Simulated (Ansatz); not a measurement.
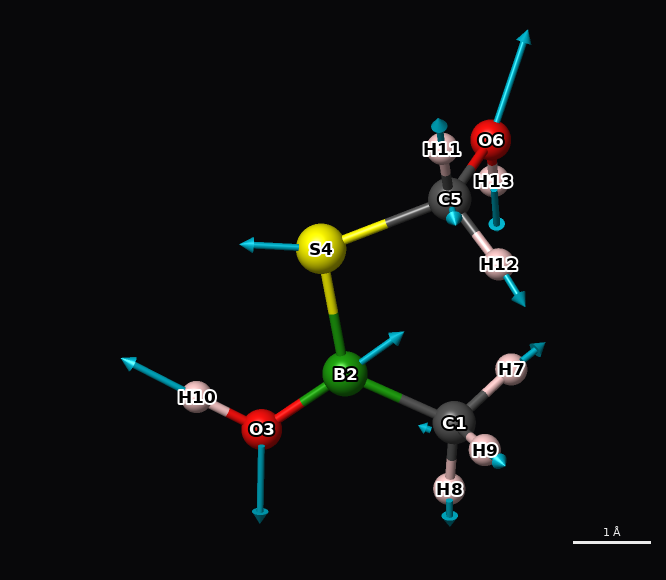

Arrows show the forces on the atoms, 2 Å of arrow for 1 eV/Å; forces under a tenth of the largest aren't drawn. Level of theory: PBE-D4/def2-TZVPP (Ansatz 0.2.0).

Q: On which atom is the force largest, and how large is it?

A: On O6: 0.64 eV/Å.

List the force components in the frame of the picture (x right, y up, z towards the viewer), in eV/Å.

| atom | Fx | Fy | Fz |
| --- | --- | --- | --- |
| C1 | −0.08 | 0.03 | 0.01 |
| B2 | 0.28 | 0.20 | 0.10 |
| O3 | −0.01 | −0.51 | −0.25 |
| S4 | −0.39 | 0.02 | 0.04 |
| C5 | 0.02 | −0.11 | 0.16 |
| O6 | 0.20 | 0.61 | 0.00 |
| H7 | 0.15 | 0.12 | −0.08 |
| H8 | 0.00 | −0.17 | −0.13 |
| H9 | 0.09 | −0.07 | 0.17 |
| H10 | −0.41 | 0.21 | 0.09 |
| H11 | −0.02 | 0.14 | 0.19 |
| H12 | 0.13 | −0.20 | 0.08 |
| H13 | 0.02 | −0.28 | −0.39 |
